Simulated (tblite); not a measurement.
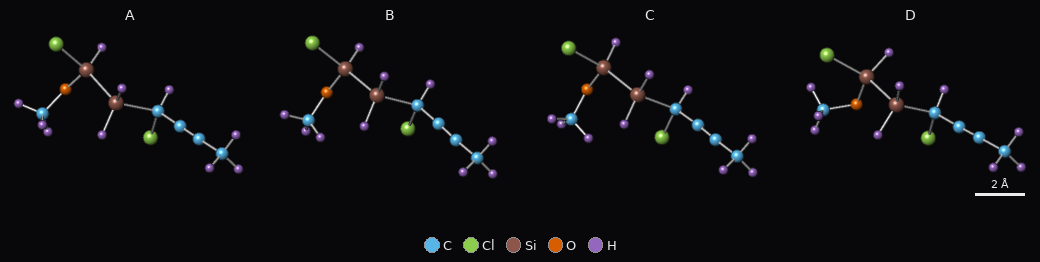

4 geometries from one relaxation of C5H10Cl2OSi2, in shuffled order. The picture is a ball-and-stick view, seen at a tilt.

Level of theory: tblite 0.8.0, GFN2-xTB geometry optimisation, gas phase. 

> Put them in the order of the run, from the start to the converged end.

D, A, B, C. They are steps 0, 74, 127, 226, at +104.8 kJ/mol, +4.98 kJ/mol, +1.78 kJ/mol relative to the last. After 226 geometry steps the energy has fallen by 104.8 kJ/mol. The largest moves after the best rigid fit, 1.73 Å, are those of H atoms. Largest moves by element: H 1.73 Å, O 0.74 Å, C 0.52 Å, Cl 0.45 Å, Si 0.42 Å. Some distances before and after: O–Si 1.717 → 1.616 Å, C–Si 1.845 → 1.928 Å, Si–Si 2.252 → 2.316 Å, C–C 1.495 → 1.445 Å. Bond angles that change, for instance: Si–O–C 107.1° → 132.1°, Si–Si–H 104.9° → 121.4°, O–Si–H 109.8° → 96.8°. Groups turn about O–Si by about 55°.
